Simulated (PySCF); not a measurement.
## A study: CH5N, SMILES `CN`

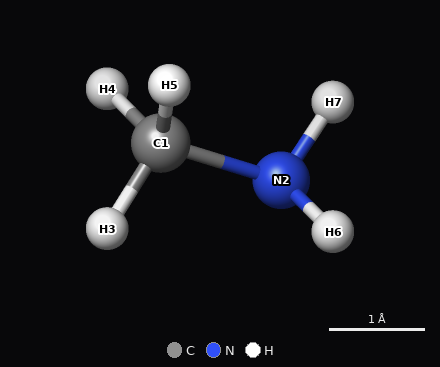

The molecule, with its atoms numbered as below. No frequency check shows the geometry to be a minimum.

Cartesian coordinates (Å):

```
C1       0.7030    0.0000   -0.0159
N2      -0.7431   -0.0001    0.1206
H3       1.0986   -0.8841    0.4833
H4       1.0989    0.8832    0.4840
H5       1.0620    0.0005   -1.0554
H6      -1.1379   -0.8184   -0.3310
H7      -1.1376    0.8190   -0.3303
```

### 1. In an electric field

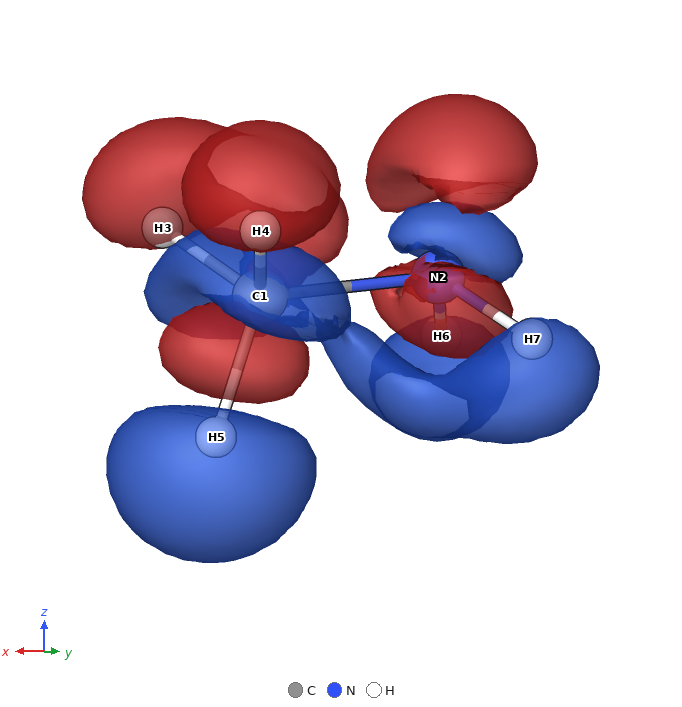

Change of the electron density in a uniform field of 0.41 V/Å, surfaces at ±0.003 e/Å³ (red: gain, blue: loss).

Method: B3LYP/6-311+G**; geometry: GFN2-xTB; program: PySCF. The basis has diffuse s and p functions alone, which still leaves polarisabilities too small, most of all across bonds.

**Along which Cartesian direction does the field point?**

Along −z: electrons gather on the +z side, against the field.

**How large is the response?**

The induced dipole is 0.46 D (along the field); α along this axis, from the fields in both directions, is 23 bohr³ (3.4 Å³).

**Which atoms gain and lose the most charge?**

Electrons gather most on N2 (Hirshfeld charge changes by −0.010 e) and leave H5 most (+0.016 e); 0.054 electrons are displaced in all.

### 2. Localised orbitals

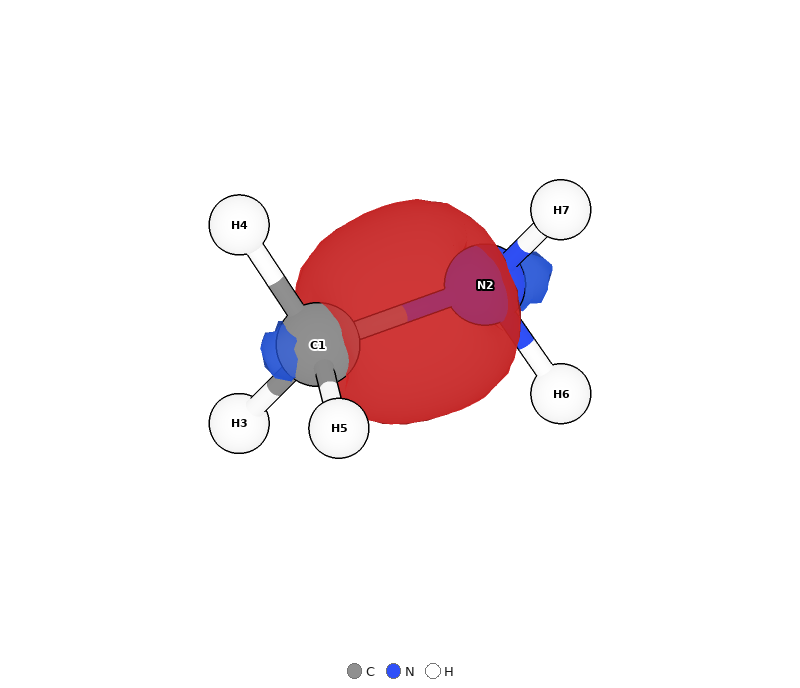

Intrinsic bond orbitals (IBO), occupied; each surface holds about 80 % of the orbital's density. Energies are diagonal elements of the Fock matrix.

Level of theory: PBE0/cc-pVDZ (PySCF), at a geometry from GFN2-xTB.

**What does this orbital represent?**

σ bond N2–C1 (N2 56 %, C1 44 %; −16.5 eV).

### 3. Stretching a bond

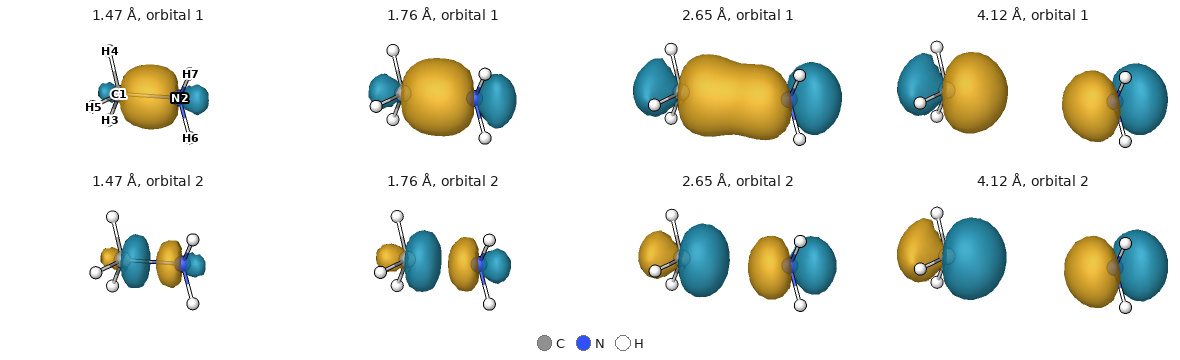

Rigid stretch of the C1–N2 bond. The two CASSCF(2,2) natural orbitals nearest half filling (orbital 1 the more occupied).

Level of theory: def2-TZVP basis (PySCF), at a geometry from GFN2-xTB.

**How do the occupations change along the stretch?**

1.47 Å: 1.98 and 0.02; 1.76 Å: 1.95 and 0.05; 2.65 Å: 1.51 and 0.49; 4.12 Å: 1.06 and 0.94. At the longest distance computed (4.12 Å) they are 1.06 and 0.94, and the effective number of unpaired electrons is 2.0.

**Where does the UHF solution part from RHF?**

Between 1.76 Å (⟨S²⟩ = 0, the two coincide) and 1.98 Å (⟨S²⟩ = 0.19); at 4.12 Å ⟨S²⟩ is 1.02 and UHF lies 5.5 eV below RHF.

**How much energy does the stretch cost?**

By CASSCF, 3.5 eV from the lowest point of the scan (1.47 Å) to 4.12 Å; RHF gives 8.3 eV from its own lowest point. The fragments aren't relaxed and dynamic correlation is missing, so this isn't a bond dissociation energy.

The PySCF runs shown took 8.6 s, 3.1 s and 78 s on 1 thread of AMD EPYC 7R13 Processor (Zen 3), on a shared host.
